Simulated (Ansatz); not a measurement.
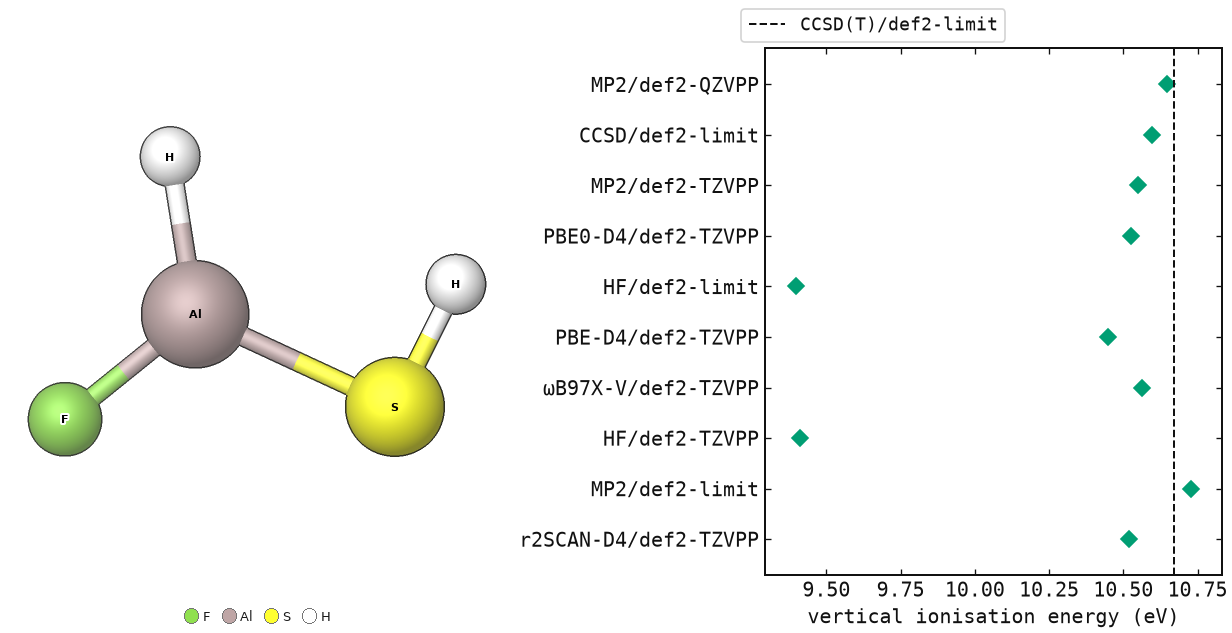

Vertical ionisation energy of AlH₂SF, SMILES [F][AlH][SH], singlet, taken as the energy of the cation less that of the neutral at fixed geometry (unrestricted doublet cation, cores frozen in correlated methods, no spin-orbit coupling), the Ansatz code 0.2.0, at a PBE0-D4/def2-TZVP geometry (a minimum by its frequencies). Limit means an estimate of the basis limit from triple and quadruple zeta; for coupled cluster it is either extrapolated directly or built as the MP2 limit plus the step from MP2 in triple zeta. The distance of MP2/def2-QZVPP and MP2/def2-TZVPP to the limit includes basis error.

**Which level comes closest to the line (CCSD(T)/def2-limit), and which misses most?**

Closest MP2/def2-QZVPP (10.65 eV), against 10.67 eV; farthest HF/def2-limit (9.40 eV).

**Give the values.**

| level | eV | less CCSD(T)/def2-limit |
| --- | --- | --- |
| MP2/def2-QZVPP | 10.65 | −0.02 |
| CCSD/def2-limit | 10.60 | −0.07 |
| MP2/def2-TZVPP | 10.55 | −0.12 |
| PBE0-D4/def2-TZVPP | 10.52 | −0.14 |
| HF/def2-limit | 9.40 | −1.27 |
| PBE-D4/def2-TZVPP | 10.45 | −0.22 |
| ωB97X-V/def2-TZVPP | 10.56 | −0.10 |
| HF/def2-TZVPP | 9.41 | −1.26 |
| MP2/def2-limit | 10.73 | 0.06 |
| r2SCAN-D4/def2-TZVPP | 10.52 | −0.15 |
| CCSD(T)/def2-limit | 10.67 | 0.00 |
